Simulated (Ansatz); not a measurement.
The figure comes from a scan of BN (zinc blende): a phonon pattern at L = (0.5, 0.0, 0.0) is frozen into a 4-atom cell, Q being the largest atomic displacement. The numbers are results of r2SCAN (plane waves to 500 eV, PAW, scalar-relativistic; Ansatz, an electronic-structure program), not measurements. k mesh 8×16×16 (Γ-centred), Fermi-Dirac smearing 0.05 eV. Left out: 2 of 13 points, with atoms too close for the PAW data. BN was relaxed with its symmetry unable to fall. The PAW data are Ansatz's earlier set. 

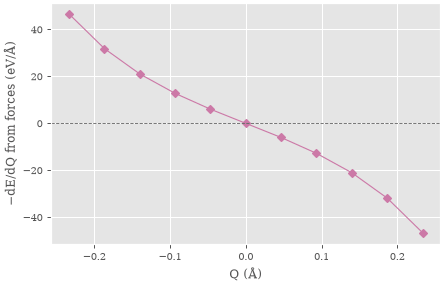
Figure: −dE/dQ from forces (eV/Å) against Q (Å); one marker a computed point.

### Question
List the plotted points as numbers.

### Answer
To the nearest 2:

| Q (Å) | −dE/dQ from forces (eV/Å) |
|---|---|
| -0.233 | 46 |
| -0.187 | 32 |
| -0.140 | 22 |
| -0.093 | 12 |
| -0.047 | 6 |
| 0.000 | 0 |
| 0.047 | -6 |
| 0.093 | -12 |
| 0.140 | -22 |
| 0.187 | -32 |
| 0.233 | -46 |

(A displaced cell: forces are minus the slopes of the energy, force constants its curvatures, and phonons follow from these.)
